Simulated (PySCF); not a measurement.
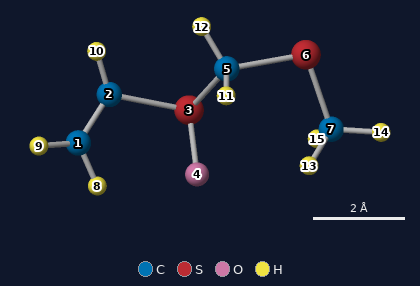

Fig. 1: The structure (ball-and-stick view, seen at a tilt; atoms are numbered from 1 in the order of the input).

# NMR shielding calculation of C$_{4}$H$_{8}$OS$_{2}$

System: C$_{4}$H$_{8}$OS$_{2}$.
Method: GIAO PBE0/pcSseg-1 NMR shielding, non-relativistic, gas phase (PySCF 2.14.0).

The geometry comes from this level: GFN2-xTB, MD frame at 425 fs, 400 K. It belongs to a series of runs on one base structure; here: MD frame at 425 fs, 400 K. Figures and captions count atoms from 1; the log counts them from 0 in places.

The program's output
```
coarse grid: 13640 points
cycle   1  E = -1027.9032518879  dE =  1.027e+00  |g| = 9.117e-01  |ddm| = 3.673e+00
cycle   2  E = -1026.8119186767  dE =  1.091e+00  |g| = 2.424e+00  |ddm| = 4.105e+00
cycle   3  E = -1028.0594061055  dE = -1.247e+00  |g| = 2.139e-01  |ddm| = 3.573e+00
cycle   4  E = -1028.0677836148  dE = -8.378e-03  |g| = 1.265e-01  |ddm| = 3.447e-01
cycle   5  E = -1028.0716472584  dE = -3.864e-03  |g| = 2.891e-02  |ddm| = 1.417e-01
cycle   6  E = -1028.0718348644  dE = -1.876e-04  |g| = 9.941e-03  |ddm| = 3.438e-02
cycle   7  E = -1028.0718584115  dE = -2.355e-05  |g| = 2.773e-03  |ddm| = 1.018e-02
cycle   8  E = -1028.0718603845  dE = -1.973e-06  |g| = 4.702e-04  |ddm| = 4.014e-03
final grid: 122512 points
cycle   9  E = -1028.1291724200  dE = -1.925e-05  |g| = 1.123e-02  |ddm| = 2.687e-02
cycle  10  E = -1028.1291285962  dE =  4.382e-05  |g| = 1.809e-02  |ddm| = 2.664e-02
cycle  11  E = -1028.1291987637  dE = -7.017e-05  |g| = 3.533e-03  |ddm| = 1.929e-02
cycle  12  E = -1028.1292013385  dE = -2.575e-06  |g| = 2.296e-04  |ddm| = 3.132e-03
cycle  13  E = -1028.1292013500  dE = -1.149e-08  |g| = 1.189e-04  |ddm| = 3.944e-04
cycle  14  E = -1028.1292013531  dE = -3.167e-09  |g| = 4.350e-05  |ddm| = 1.322e-04
cycle  15  E = -1028.1292013536  dE = -4.904e-10  |g| = 6.644e-06  |ddm| = 4.808e-05
```

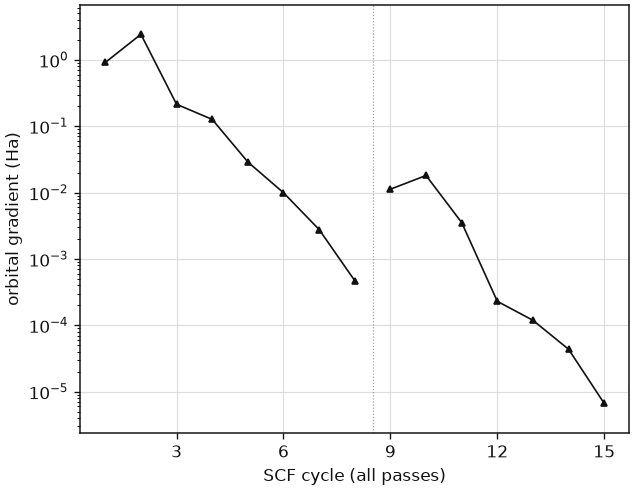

Fig. 2: Convergence of the self-consistent field: orbital gradient against the SCF cycle. The dotted line marks the change from a coarse to the final integration grid. The first 8 cycles use a coarse grid, the final grid takes over at cycle 9, and the field converges after 15 cycles in all.

```
converged SCF energy = -1028.1292013536

GIAO shielding tensors (ppm)
atom      isotropic    diamagn.    paramagn.     s11        s22        s33       span
  0 C       54.675     256.660    -201.985    -69.010     39.588    193.447    262.456
  1 C       28.157     266.170    -238.013    -84.603     48.298    120.777    205.380
  2 S      142.156    1054.829    -912.674     10.212    119.303    296.952    286.740
  3 O      234.244     400.507    -166.263      1.572    266.105    435.055    433.483
  4 C      115.286     256.214    -140.928     76.583    117.613    151.664     75.081
  5 S      541.337    1055.189    -513.852    418.561    455.075    750.376    331.815
  6 C      166.822     253.075     -86.253    154.117    167.366    178.983     24.866
  7 H       25.569      32.811      -7.243     21.060     24.885     30.761      9.701
  8 H       25.102      27.975      -2.873     22.671     25.200     27.435      4.764
  9 H       24.864      33.869      -9.005     20.419     25.646     28.528      8.109
 10 H       27.981      32.321      -4.340     21.805     29.214     32.924     11.119
 11 H       28.103      32.011      -3.908     23.372     28.899     32.038      8.666
 12 H       28.208      30.728      -2.520     22.708     28.150     33.765     11.056
 13 H       29.015      27.719       1.296     23.878     25.939     37.227     13.349
 14 H       28.773      30.758      -1.986     23.594     27.292     35.431     11.837
```

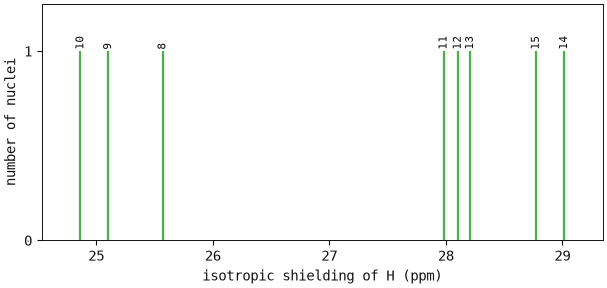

Fig. 3: Isotropic shieldings of the hydrogen nuclei in this fixed geometry, labelled by atom number; shielding grows to the right, so chemical shift grows to the left. The least shielded is H10 (24.9 ppm), the most shielded H14 (29.0 ppm).

This output came from the following input.

The input
```
{"job": {"kind": "nmr", "xc": "PBE0", "basis": "pcSseg-1", "pop": false}, "charge": 0, "multiplicity": 1}
C     -2.985100     0.502000    -0.646500
C     -1.995500     0.153600    -1.409200
S     -0.680600    -0.844100    -0.524100
O     -1.010800    -0.586900     0.912300
C      0.721000     0.313800    -0.805600
S      2.313000    -0.544100    -0.508200
C      2.057300    -1.196000     1.133800
H     -3.040000     0.137000     0.345100
H     -3.655600     1.334600    -0.802800
H     -1.789800     0.597100    -2.328600
H      0.662800     1.162100    -0.107900
H      0.632200     0.637600    -1.846000
H      1.420100    -0.545500     1.790000
H      3.031200    -1.380900     1.632000
H      1.477700    -2.103700     1.035800
```

The first line tells a small driver script what to run in PySCF; the rest is the geometry in Å.

Run as:
```bash
OMP_NUM_THREADS=1 python <driver script> task.json out
```

Summary

| quantity | value |
| --- | --- |
| outcome | converged |
| total energy | −1028.129201 hartree |
| HOMO | −6.63 eV |
| LUMO | −0.73 eV |
| dipole moment | 2.16 D |
| isotropic shielding, C | 28.2 to 166.8 ppm |
| isotropic shielding, S | 142.2 to 541.3 ppm |
| isotropic shielding, O | 234.2 ppm |
| isotropic shielding, H | 24.9 to 29.0 ppm |
| hardware | 1 CPU thread, shared host |
| wall time | 67 s |
| peak memory | 0.81 GiB |
